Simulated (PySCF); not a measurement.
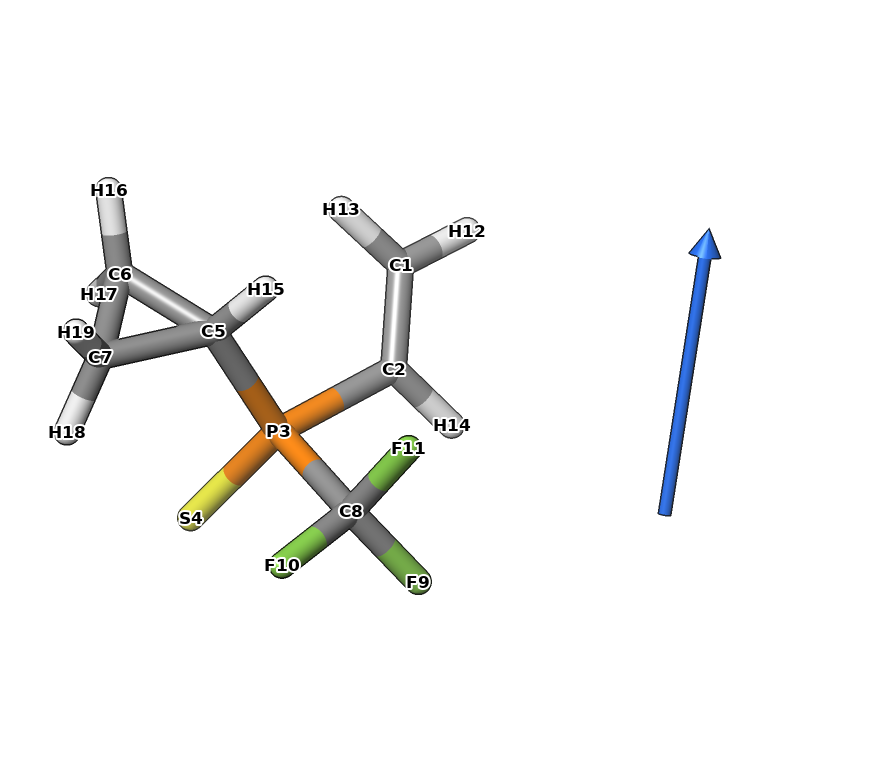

The arrow beside the molecule shows the direction of the dipole moment, from the negative to the positive end (its length means nothing). The computed structure is the end point of a GFN2-xTB optimisation. No frequency run is at hand to confirm it as a minimum. Level of theory: PBE0/pcSseg-1, gas phase (PySCF 2.14.0).

### How large is the dipole moment?

4.47 D; it points from the side of S4, F9 to the side of H13, H16 (the outermost atoms at the two ends).

The geometry is semi-empirical. Around P such bond lengths and angles can be off by a tenth of an ångström or more and by several degrees, and values that hang on the shape move with them.
